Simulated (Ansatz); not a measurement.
The calculation's input:

```
crystal:
  lattice:
    - [3.9716658493, 0.0, 0.0]
    - [-1.9858329247, 3.4395635208, 0.0]
    - [0.0, 0.0, 6.0474150687]
  atoms:
    - { symbol: Rb, position: [0.0, 0.0, 0.0] }
    - { symbol: Si, position: [0.3333333333, 0.6666666667, 0.4489264928] }
    - { symbol: Si, position: [0.6666666667, 0.3333333333, 0.5510735072] }
basis:
  ecutwfc: 500
kpoints:
  mp_grid: { grid: [12, 12, 8] }
  band_path:
    path:
      - [[0.0, 0.0, 0.0], [0.5, 0.0, 0.0], [0.33333333, 0.33333333, 0.0], [0.0, 0.0, 0.0], [0.0, 0.0, 0.5], [0.5, 0.0, 0.5], [0.33333333, 0.33333333, 0.5], [0.0, 0.0, 0.5]]
      - [[0.5, 0.0, 0.5], [0.5, 0.0, 0.0]]
      - [[0.33333333, 0.33333333, 0.5], [0.33333333, 0.33333333, 0.0]]
    npoints: 14
hamiltonian:
  xc: r2scan
scf:
  occupations: { method: gaussian, width: 0.1 }
  n_extra_bands: 7
output:
  forces: true
  stress: true
  eigenvalues: true
  populations: true
  dos: { projected: true, de: 0.02, nscf_kmesh: { grid: [15, 15, 10] } }
  bader: true
  write_density: true
  write_potential: true
  elf: true
  volumetric_format: npy
```

Launched as:

```sh
ansatz run input.yaml --threads 1 --pin off --max-ram 2048MiB --backend cpu --events-out ev --progress --plain --runs-dir out
```

Below, planes, directions and counts refer to the conventional cell (a = 3.97 Å, b = 3.97 Å, c = 6.05 Å, α = 90.00°, β = 90.00°, γ = 120.00°).

Space group P-3m1; a structure generated by program, which may or may not match a known phase; computed without spin polarisation.

All numbers below come from DFT r2SCAN, scalar-relativistic, plane waves, PAW in Ansatz.

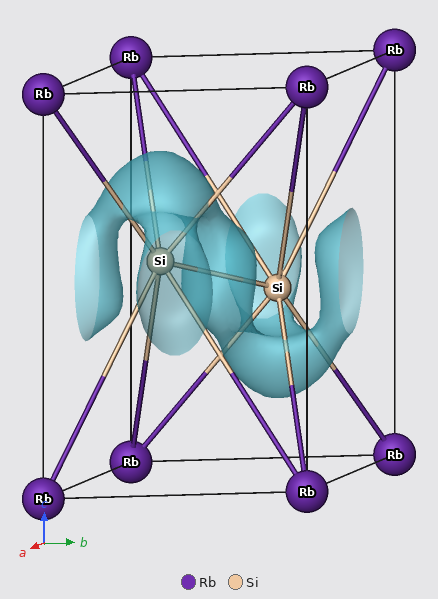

RbSi2. Isosurface of the ELF at 0.8 (cyan), seen slightly off an axis. Core shells and regions of very low density are left out. Sticks mark near contacts.

Question: Identify the bonds, lone pairs and shells in this picture.

Answer: The surface consists of sheets that run through the cell in two directions, counted in one cell of 3 atoms. Regions shared between cells count once. Along the contacts the grid gives the following. Si–Si (2.37 Å): the ELF peaks at about 0.90 between the atoms. Rb–Si (3.55 Å): the ELF peaks at about 0.80 in the valence shell of Si, 1.0 Å from its nucleus, and drops to about 0.05 between the two atoms.
